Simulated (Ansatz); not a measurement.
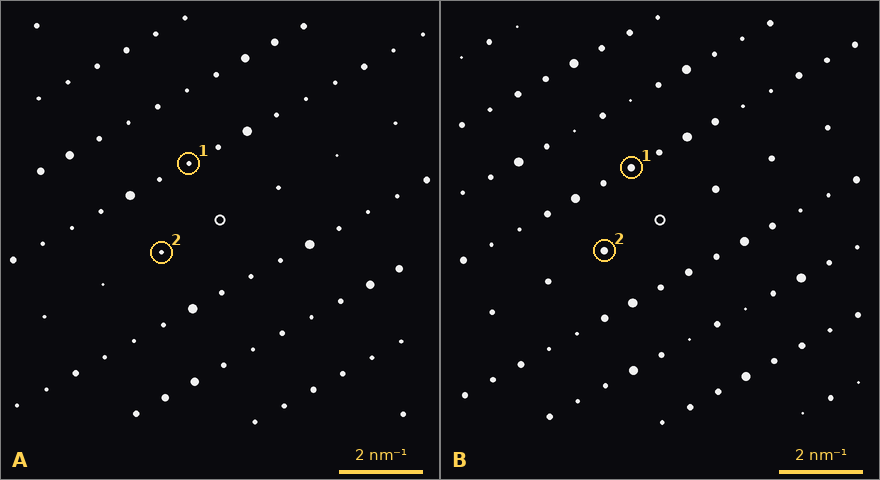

Kinematic electron diffraction patterns (120 kV, B = 0.5 Å², same scale) along [100] of the run's own cell, for the start and the end of one relaxation of HfAlCl5 with DFT, PAW plane waves, r2scan in Ansatz 0.2.0. k mesh 6×6×2. The start is a generated model structure, and the relaxation ends in the nearest stationary point of its symmetry, not necessarily the ground state. Spot 1 is 0 -1 0 and spot 2 is 0 0 -2 in both.

Start structure:

```
Hf Al Cl
1.0
     4.62198    0.00000    0.00000
     2.31099   -6.35446    0.00000
     0.00000    0.00000  -12.30008
Hf Al Cl
2 2 10
Direct
  0.50000 0.00000 0.00000
  0.50000 0.00000 0.50000
  0.20590 0.58820 0.75000
  0.79410 0.41180 0.25000
  0.32960 0.34080 0.88240
  0.67040 0.65920 0.38240
  0.67040 0.65920 0.11760
  0.32960 0.34080 0.61760
  0.07310 0.85380 0.88440
  0.92690 0.14620 0.38440
  0.92690 0.14620 0.11560
  0.07310 0.85380 0.61560
  0.69230 0.61540 0.75000
  0.30770 0.38460 0.25000
```

**Which pattern belongs to the start structure, and which to the relaxed one?**

A is the start: its cell gives d(1) = 6.354 Å, d(2) = 6.150 Å and an angle of 90.0°. B is the relaxed structure, with d(1) = 6.901 Å (+8.6 %), d(2) = 6.437 Å (+4.7 %) and 90.0°.

**Name reflections whose intensity changes strongly on relaxation.**

0 0 4 goes from 0.12 to 22 % of the strongest spot; 0 0 2 goes from 5.4 to 41 % of the strongest spot; 0 1 0 goes from 7.2 to 45 % of the strongest spot.

**What did the relaxation do to the structure and the energy?**

The volume changed by +7.7 % to 27.80 Å³ an atom; with the mean shift removed, the atoms moved by up to 0.65 Å relative to the cell (Cl most); the space group stayed Cmcm (No. 63); the free energy fell by 130 meV an atom. Relaxed cell: a = 4.381 Å, b = 7.241 Å, c = 12.873 Å, α = 90.00°, β = 90.00°, γ = 72.39°.
